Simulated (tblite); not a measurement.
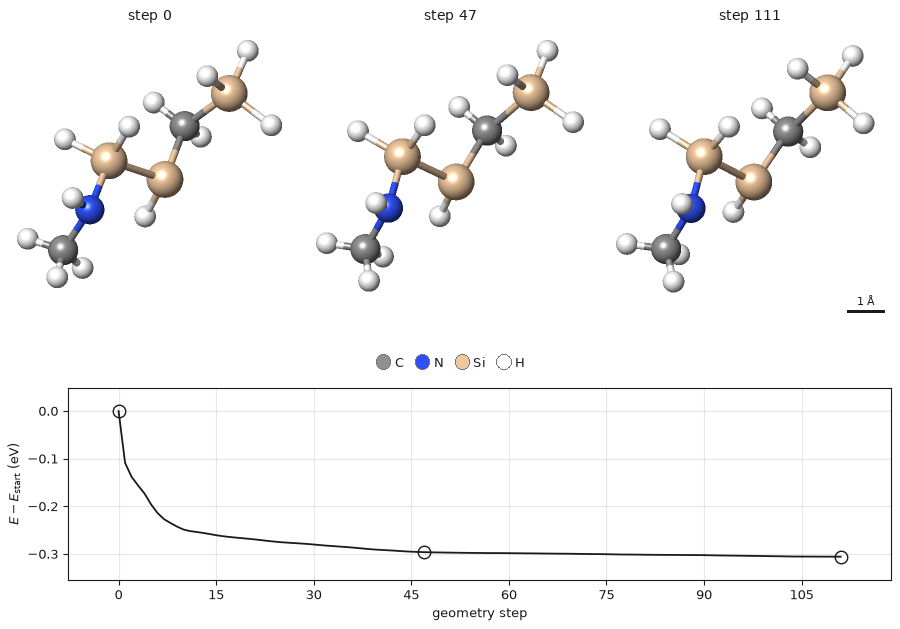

Frames of a relaxation of C₂H₁₂NSi₃ (multiplicity 2), marked on the history of the run. A ball-and-stick model, seen from a free direction.

Theory: GFN2-xTB geometry optimisation, gas phase in tblite 0.8.0. 

### Describe the path.

An H atom moves most after the best rigid fit: 0.53 Å. By element the largest moves are H 0.53 Å, Si 0.33 Å, C 0.18 Å, N 0.05 Å. Near-neighbour distances that change, for instance: C–Si 1.840 → 1.914 Å, C–Si 1.845 → 1.896 Å, H–Si 1.500 → 1.465 Å, N–Si 1.711 → 1.725 Å. Among the angles between lasting bonds that change: N–Si–Si 113.6° → 104.5°, Si–Si–H 110.2° → 119.1°, Si–N–H 108.9° → 116.7°. The energy falls by 0.306 eV in 111 geometry steps. The run took 0.73 s on 1 thread of Arm Neoverse V2, with other jobs on the host. From step 0 to 47: an H atom moves most (0.39 Å), energy −0.296 eV. From step 47 to 111: an H atom moves most (0.46 Å), energy −0.009 eV.
